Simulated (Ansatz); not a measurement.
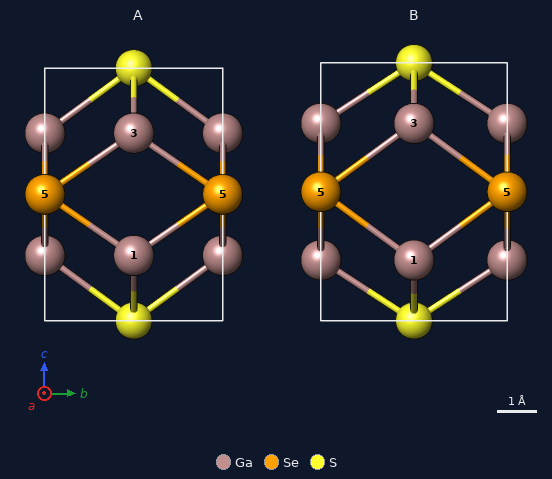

Two geometries of crystalline Ga$_{4}$SeS (a generated structure, set up in P4/mmm) (coarse preliminary run), drawn at one scale. One is the start of a relaxation, the other its converged end. The picture is a ball-and-stick view of the cell of the calculation, seen along the a axis.

Computed with DFT PBE, scalar-relativistic, plane waves, PAW in Ansatz 0.2.0. Settings: plane-wave cutoff 420 eV; k-point mesh 4 × 4 × 4; occupations gaussian; smearing width 0.1 eV; no spin polarisation; cell and atoms relaxed; force threshold 0.04 eV/Å; at most 70 steps.

Q: Which geometry has the lower energy?

A: Structure B is the relaxed one. The largest moves relative to the cell, 0.15 Å, are those of Ga atoms. Se and S stay in place. Cell: a = b 4.626 → 4.847 Å (+4.8 %), c 6.573 → 6.708 Å (+2.0 %). Volume +12.0 %. Among the contacts that change: Ga–Se 2.808 → 3.006 Å, Ga–S 2.868 → 2.891 Å. Among the angles between lasting bonds that change: Se–Ga–Se 111.0° → 107.5°. The space group stays P4/mmm (No. 123). Over 2 accepted moves (3 points after the start) the energy falls by 60.1 meV per atom. Largest force component: 0.51 eV/Å at the start, 0.0049 eV/Å at the end. The pressure goes from 4.02 to 0.06 GPa. The SCF was repeated once at an unchanged geometry on a basis and grid sized afresh for the cell, which shifted the energy by 0.3 meV per atom at most.
